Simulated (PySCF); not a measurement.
SMILES [CH3][Sn]([SH])([SH])[SH] at its B3LYP/def2-SVP optimised geometry (Å):

```
11

C     -1.5944    -2.4523     1.7278
Sn    -0.8404    -1.3957     0.0000
S      1.6148    -1.3957     0.0000
S     -1.6068    -2.4560    -2.0778
S     -1.6148     0.9348     0.0000
H     -1.4164    -3.5285     1.5939
H     -1.0675    -2.0935     2.6229
H     -2.6719    -2.2592     1.8241
H      1.6655    -1.6690    -1.3249
H     -1.9294    -1.2614    -2.6268
H     -0.3853     1.3957    -0.3296
```

Method: B3LYP/def2-TZVP, def2 effective core potentials past Kr (PySCF). The core electrons that the potentials of Sn replace are not part of the density. Cells within 0.4 Å of a nucleus heavier than hydrogen are left out (blank, or x).

Map of the deformation density (molecule minus spherical neutral atoms) (e/bohr³) on the plane z = 0.0 Å:

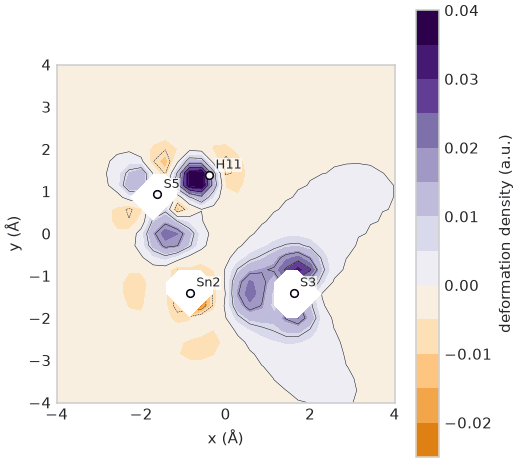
Fig. 1. Deformation density (molecule minus spherical neutral atoms) (e/bohr³) on the plane z = 0.0 Å.
